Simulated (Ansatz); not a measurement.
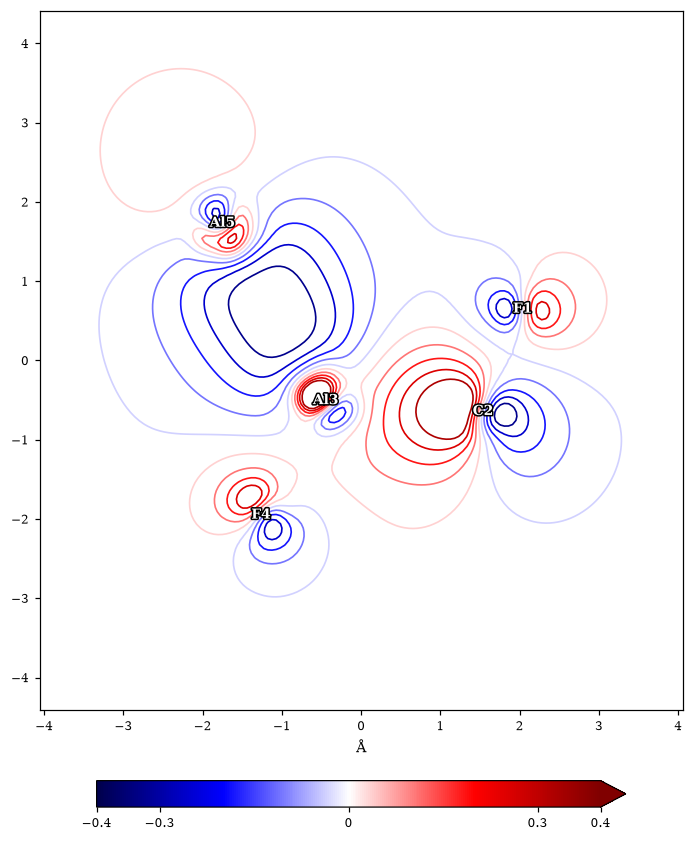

*CH3Al2F3. The HOMO on the plane of atoms C2, Al3 and Al5 (values in Å⁻³ᐟ²; the overall sign is arbitrary).*

All numbers below come from RHF/def2-SVP (Ansatz).

Input

```
crystal:
  periodic: [false, false, false]
  atoms:
    - { symbol: F, position_ang: [-1.9005, -1.3566, 0.6372] }
    - { symbol: C, position_ang: [-0.6629, -1.1507, 1.0913] }
    - { symbol: Al, position_ang: [0.4868, -0.5741, -0.4202] }
    - { symbol: F, position_ang: [1.0639, -1.7599, -1.6723] }
    - { symbol: Al, position_ang: [0.6579, 1.8391, -0.9659] }
    - { symbol: F, position_ang: [-0.0688, 3.0744, 0.1679] }
    - { symbol: H, position_ang: [-0.6218, -0.3704, 1.8896] }
    - { symbol: H, position_ang: [-0.2519, -2.0912, 1.5004] }
    - { symbol: H, position_ang: [1.3859, 2.3431, -2.2451] }
basis:
  gaussian: { orbitals: def2-SVP }
hamiltonian:
  xc: hf
relax:
  f_tol: 0.02
  max_steps: 50
output:
  orbitals: {}
```

Launched as:

```sh
ansatz run input.yaml --threads 2 --pin off --max-ram 3072MiB --backend cpu --events-out ev --progress --plain --runs-dir out
```

The fields are those of the run's last geometry, not of the input's.

Describe this orbital and give its energy.

Answer. It lies mainly on Al5 (about 35 %), Al3 (about 30 %), C2 (about 15 %) and H9 (about 10 %). Its energy is −10.04 eV.
